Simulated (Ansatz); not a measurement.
Input file:

```
crystal:
  periodic: [false, false, false]
  atoms:
    - {symbol: C, position_ang: [-1.370792, -0.909329, 0.423348]}
    - {symbol: B, position_ang: [-2.556372, -1.431771, 1.236347]}
    - {symbol: H, position_ang: [-0.938902, -0.023838, 0.907563]}
    - {symbol: H, position_ang: [-0.594903, -1.682072, 0.345407]}
    - {symbol: H, position_ang: [-1.696777, -0.634141, -0.588188]}
basis:
  gaussian: {orbitals: def2-TZVPD}
hamiltonian: {xc: pbe0}
output: {forces: true, orbitals: {seedname: orbitals}}
```

Run with:

```sh
ansatz run input.yaml --threads 1 --pin off --max-ram 2610MiB --events-out events.jsonl --progress --plain --runs-dir runs
```

Geometry: r2SCAN-D4/def2-TZVP.

All numbers below come from Ansatz, isolated molecule in a Gaussian basis; Kohn-Sham density functional theory, functional PBE0.

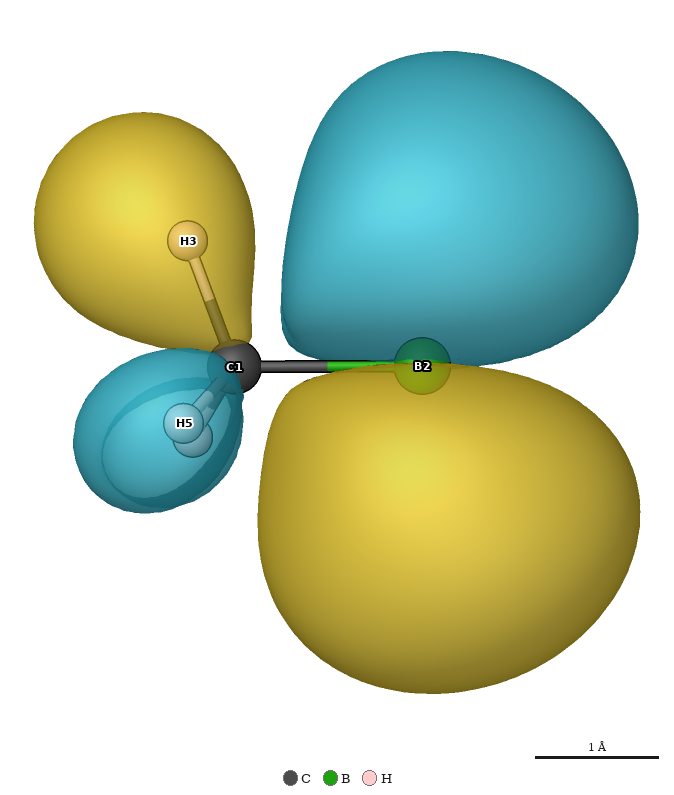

CH₃B. The LUMO at ±0.06 Å⁻³ᐟ² (yellow and cyan are the two phases), seen across its widest extent.

Question: Where does this orbital lie, and at what energy?

Answer: By Hirshfeld shares it lies mainly on B2 (about 80 %) and C1 (about 10 %). It is one of a degenerate set, so its orientation is arbitrary. Its energy is −1.40 eV.
